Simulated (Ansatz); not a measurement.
Partial pair distribution functions of a relaxed model of amorphous In9Ga9Zn9O38Hf, broadened by 0.06 Å; density 5.99 g/cm³. All values below come from PBE, scalar-relativistic without spin-orbit coupling (plane waves to 420 eV, PAW; Ansatz, a program for electronic structure).

The cell was made by melting and quenching with the CHGNet potential and then relaxed with DFT. O atoms were pushed apart under 1.9 Å during the dynamics, to hinder bonds among them. The hot cell started wider than the set density and was brought back towards it in steps. It is the lowest in DFT energy of 2 quenches. It is a model cell: composition and starting density were chosen by hand, and all elements were melted together. No dispersion term was used. Its density started from a set value of 6.05 and ended at 5.99 g/cm³. Cooling (nominally 320 K/ps over its main leg) ran many orders faster than in experiment, which tends to leave more defects and strain. Values belong to this one cell and scatter from quench to quench. Volume and shape were free in the relaxation.

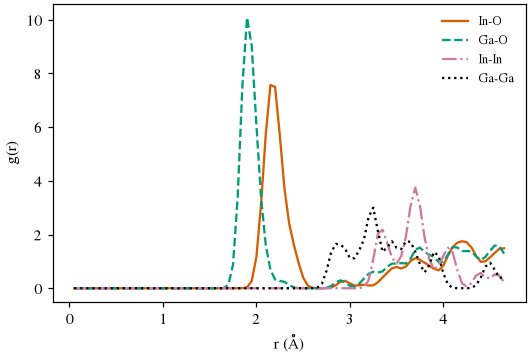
Fig. 1. Partial pair distribution functions

Highest peaks under 4.5 Å: In-O near 2.15 Å, Ga-O near 1.90 Å, In-In near 3.70 Å, Ga-Ga near 3.25 Å; pairs of few atoms are noisy.

Within 2.62 Å each In has 5.56 O neighbours on average.
